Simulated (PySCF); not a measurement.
NMR shielding calculation, with input and output: C$_{6}$H$_{9}$NOSi

The run: NMR shielding calculation of C$_{6}$H$_{9}$NOSi, SMILES N#C[C@@H]1C[C@H]([SiH3])CC1=O. Method and program: GIAO LC-wPBE/pcSseg-1 NMR shielding, non-relativistic, IEF-PCM tetrahydrofuran (PySCF 2.14.0).

The geometry comes from this level: GFN2-xTB. Figures and captions count atoms from 1; the log counts them from 0 in places.

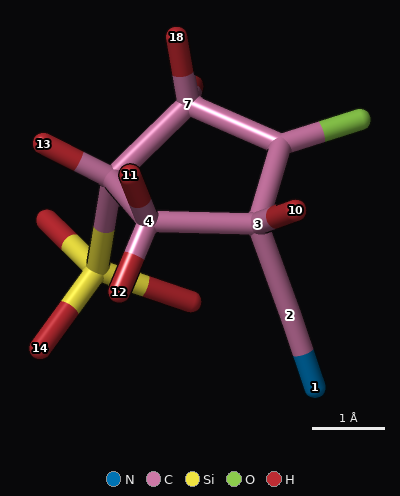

The input geometry (stick view, seen at a tilt; atoms are numbered from 1 in the order of the input). Bond lengths as drawn: C–C 1.44 to 1.54 Å, C–H 1.09 to 1.10 Å, C–N 1.14 Å, C–O 1.20 Å, C–Si 1.92 Å and H–Si 1.46 Å.

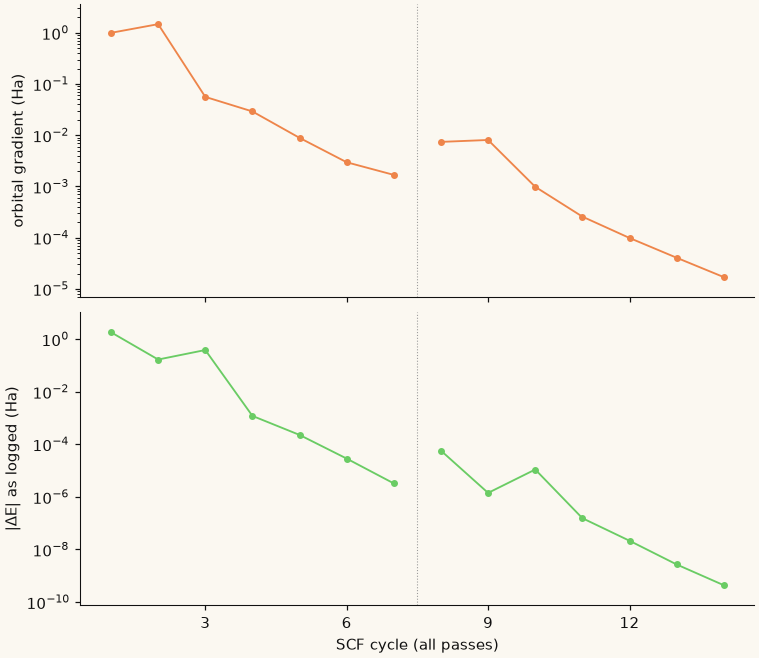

Convergence of the self-consistent field: orbital gradient and size of the energy change against the SCF cycle. The dotted line marks the change from a coarse to the final integration grid. The first 7 cycles use a coarse grid, the final grid takes over at cycle 8, and the field converges after 14 cycles in all.

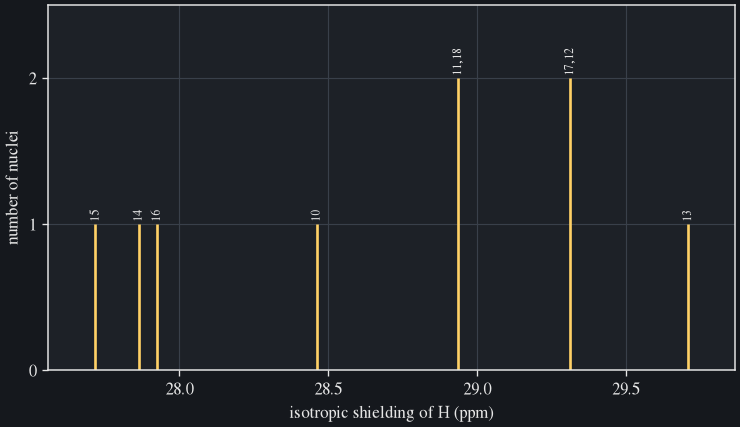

Isotropic shieldings of the hydrogen nuclei in this fixed geometry, labelled by atom number; shielding grows to the right, so chemical shift grows to the left. The least shielded is H15 (27.7 ppm), the most shielded H13 (29.7 ppm).

The input and output of the run follow.

Input file
```
{"job": {"xc": "LC-wPBE", "basis": "pcSseg-1", "solvent": "tetrahydrofuran", "kind": "nmr", "pop": false}, "charge": 0, "multiplicity": 1}
N     -0.881769    -1.824499     2.358643
C     -1.133419    -1.221602     1.420668
C     -1.437721    -0.487151     0.219827
C     -0.485607    -0.844651    -0.929109
C      0.631398     0.203869    -0.857100
Si     2.025801    -0.235819     0.384613
C     -0.108926     1.473910    -0.439199
C     -1.228369     1.017929     0.458808
O     -1.873685     1.689645     1.210852
H     -2.491638    -0.671907    -0.015476
H     -1.024938    -0.762767    -1.876630
H     -0.108187    -1.863770    -0.842465
H      1.072508     0.330262    -1.849323
H      2.475240    -1.593107     0.081554
H      1.528194    -0.119242     1.750149
H      3.098554     0.733388     0.153062
H      0.512860     2.217713     0.058627
H     -0.579056     1.964116    -1.299158
```

The first line tells a small driver script what to run in PySCF; the rest is the geometry in Å.

Command:
```bash
OMP_NUM_THREADS=1 python <driver script> task.json out
```

Log
```
coarse grid: 15872 points
cycle   1  E = -652.8297484707  dE =  1.821e+00  |g| = 9.960e-01  |ddm| = 3.874e+00
cycle   2  E = -652.6626641631  dE =  1.671e-01  |g| = 1.471e+00  |ddm| = 1.761e+00
cycle   3  E = -653.0470701141  dE = -3.844e-01  |g| = 5.599e-02  |ddm| = 1.021e+00
cycle   4  E = -653.0482690601  dE = -1.199e-03  |g| = 2.909e-02  |ddm| = 1.133e-01
cycle   5  E = -653.0484955948  dE = -2.265e-04  |g| = 8.876e-03  |ddm| = 4.250e-02
cycle   6  E = -653.0485241185  dE = -2.852e-05  |g| = 2.965e-03  |ddm| = 1.638e-02
cycle   7  E = -653.0485273596  dE = -3.241e-06  |g| = 1.681e-03  |ddm| = 6.208e-03
final grid: 149728 points
cycle   8  E = -653.1284629347  dE = -5.711e-05  |g| = 7.410e-03  |ddm| = 3.766e-02
cycle   9  E = -653.1284615230  dE =  1.412e-06  |g| = 8.074e-03  |ddm| = 9.997e-03
cycle  10  E = -653.1284724781  dE = -1.096e-05  |g| = 9.840e-04  |ddm| = 5.314e-03
cycle  11  E = -653.1284726324  dE = -1.543e-07  |g| = 2.579e-04  |ddm| = 7.776e-04
cycle  12  E = -653.1284726538  dE = -2.138e-08  |g| = 9.877e-05  |ddm| = 4.690e-04
cycle  13  E = -653.1284726565  dE = -2.681e-09  |g| = 4.060e-05  |ddm| = 1.363e-04
cycle  14  E = -653.1284726569  dE = -4.350e-10  |g| = 1.701e-05  |ddm| = 6.995e-05
converged SCF energy = -653.1284726569

GIAO shielding tensors (ppm)
atom      isotropic    diamagn.    paramagn.     s11        s22        s33       span
  0 N      -17.347     341.149    -358.496   -179.002   -165.598    292.558    471.560
  1 C       58.037     261.886    -203.849    -66.321    -51.779    292.211    358.532
  2 C      154.173     255.339    -101.167    140.234    151.213    171.071     30.838
  3 C      157.216     246.692     -89.476    136.336    163.938    171.373     35.037
  4 C      174.803     252.057     -77.254    152.515    180.675    191.217     38.702
  5 Si     414.635     880.091    -465.456    379.172    401.616    463.117     83.945
  6 C      146.400     251.786    -105.385    126.138    141.951    171.113     44.975
  7 C      -34.454     249.898    -284.352   -117.079    -51.308     65.026    182.105
  8 O     -303.562     397.894    -701.456   -883.915   -392.631    365.859   1249.775
  9 H       28.462      28.521      -0.059     24.028     26.876     34.481     10.453
 10 H       28.917      30.654      -1.737     23.391     27.189     36.169     12.778
 11 H       29.318      31.175      -1.857     25.877     27.269     34.808      8.931
 12 H       29.709      31.606      -1.897     25.517     26.446     37.165     11.648
 13 H       27.864      29.784      -1.920     24.487     25.786     33.318      8.831
 14 H       27.719      30.574      -2.856     23.798     27.809     31.548      7.750
 15 H       27.924      29.421      -1.496     24.319     25.593     33.861      9.542
 16 H       29.308      30.696      -1.388     24.834     28.524     34.565      9.731
 17 H       28.957      29.587      -0.631     24.315     26.672     35.883     11.568
```

Key numbers

| quantity | value |
| --- | --- |
| outcome | converged |
| total energy | −653.128473 hartree |
| HOMO | −10.47 eV |
| LUMO | 1.22 eV |
| dipole moment | 6.67 D |
| isotropic shielding, N | −17.3 ppm |
| isotropic shielding, C | −34.5 to 174.8 ppm |
| isotropic shielding, Si | 414.6 ppm |
| isotropic shielding, O | −303.6 ppm |
| isotropic shielding, H | 27.7 to 29.7 ppm |
| hardware | 1 CPU thread, shared host |
| wall time | 48 s |
| peak memory | 1.1 GiB |
